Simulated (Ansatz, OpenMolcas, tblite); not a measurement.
CH8BN (SMILES [BH3-][NH2+]C): methods side by side

CH8BN: 11 atoms, total charge 0, spin state singlet. SMILES: `[BH3-][NH2+]C`. The coordinates come from a PBE0-D4/def2-TZVP relaxation.

```xyz
11

B    -0.8284    1.0320   -0.2051
N    -0.3495   -0.4975    0.0708
C     1.1078   -0.6611    0.1552
H    -2.0409    0.9910   -0.2454
H    -0.3251    1.3417   -1.2657
H    -0.4029    1.6775    0.7312
H    -0.7835   -0.8152    0.9323
H    -0.7210   -1.0847   -0.6699
H     1.4757   -0.0241    0.9576
H     1.5435   -0.3171   -0.7813
H     1.3898   -1.6994    0.3411
```

Quantity: the vertical energy of the triplet above the singlet, in eV. The values are calculated.

```json
{"level": "GFN2-xTB", "kind": "semi-empirical", "program": "tblite", "value (eV)": "9.80", "less CCSD(T)/cc-pVDZ": "+1.69", "CPU time (all runs)": "under 2 s"}
{"level": "HF/cc-pVDZ", "kind": "Hartree–Fock", "program": "OpenMolcas", "value (eV)": "8.21", "less CCSD(T)/cc-pVDZ": "+0.10", "CPU time (all runs)": "22 s"}
{"level": "SVWN5/cc-pVDZ", "kind": "LDA", "program": "OpenMolcas", "value (eV)": "6.98", "less CCSD(T)/cc-pVDZ": "-1.13", "CPU time (all runs)": "1.9 min"}
{"level": "BLYP/cc-pVDZ", "kind": "GGA", "program": "OpenMolcas", "value (eV)": "7.18", "less CCSD(T)/cc-pVDZ": "-0.93", "CPU time (all runs)": "2.1 min"}
{"level": "M06-L/cc-pVDZ", "kind": "meta-GGA", "program": "OpenMolcas", "value (eV)": "7.79", "less CCSD(T)/cc-pVDZ": "-0.32", "CPU time (all runs)": "3.5 min"}
{"level": "PBE0/cc-pVDZ", "kind": "global hybrid", "program": "Ansatz", "value (eV)": "7.56", "less CCSD(T)/cc-pVDZ": "-0.55", "CPU time (all runs)": "49 s"}
{"level": "CAM-B3LYP/cc-pVDZ", "kind": "range-separated hybrid", "program": "Ansatz", "value (eV)": "7.77", "less CCSD(T)/cc-pVDZ": "-0.34", "CPU time (all runs)": "57 s"}
{"level": "wB97M-V/cc-pVDZ", "kind": "range-separated hybrid", "program": "Ansatz", "value (eV)": "7.95", "less CCSD(T)/cc-pVDZ": "-0.16", "CPU time (all runs)": "6 min"}
{"level": "RPA@PBE/cc-pVDZ", "kind": "RPA", "program": "Ansatz", "value (eV)": "7.58", "less CCSD(T)/cc-pVDZ": "-0.53", "CPU time (all runs)": "57 s"}
{"level": "CCSD(T)/cc-pVDZ", "kind": "coupled cluster or CI", "program": "Ansatz", "value (eV)": "8.11", "less CCSD(T)/cc-pVDZ": "0.00", "CPU time (all runs)": "94 s"}
```

CCSD(T)/cc-pVDZ is the highest level here, not the true value. The values span 6.98 to 9.80 eV. A triplet this far above the singlet is often a Rydberg-like or dissociative state; sets without diffuse functions put Rydberg states too high. The second state's dipole differs much between rows, so they may not all be the same state. CPU times are rough (shared hosts, several kinds of processor and program).

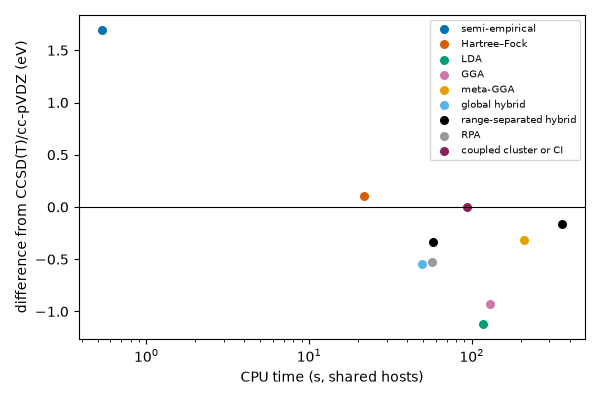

Difference from CCSD(T)/cc-pVDZ against processor time, one point a level.
